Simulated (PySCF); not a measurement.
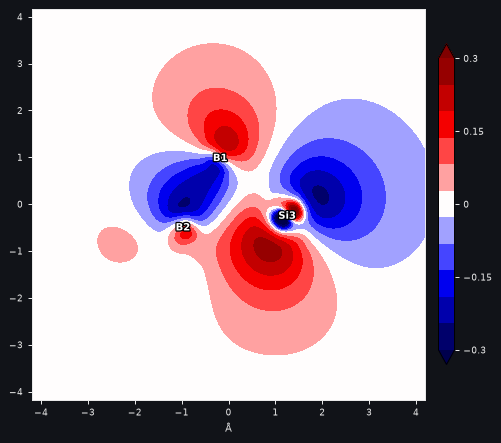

Figure. B$_{2}$H$_{6}$Si. The LUMO on the plane of atoms B2, B1 and Si3 (values in Å⁻³ᐟ²; the overall sign is arbitrary).

Geometry: PBE0-D4/def2-SVP.

Computed with PySCF 2.14.0, Gaussian-basis quantum chemistry of an isolated molecule with PySCF, energy and nuclear gradient, functional PBE0.

```yaml
atoms:
  - { symbol: B, position_ang: [0.2019, 0.3554, -1.8059] }
  - { symbol: B, position_ang: [-0.4821, -0.7804, -0.7740] }
  - { symbol: Si, position_ang: [0.8162, 0.9082, -0.1240] }
  - { symbol: H, position_ang: [0.3563, -0.9694, -1.8534] }
  - { symbol: H, position_ang: [-1.5896, -1.1670, -1.0585] }
  - { symbol: H, position_ang: [-0.2786, 0.8384, -2.7906] }
  - { symbol: H, position_ang: [0.1994, 2.0974, 0.5306] }
  - { symbol: H, position_ang: [1.7734, 0.2398, 0.7951] }
  - { symbol: H, position_ang: [0.0532, -1.3375, 0.1632] }
```

Question: Describe this orbital and give its energy.

Answer: Its weight (Hirshfeld) is mainly on Si3 (about 35 %), B1 (about 30 %) and B2 (about 15 %); π-antibonding (π*) across Si3–B1. Its energy is −1.78 eV.
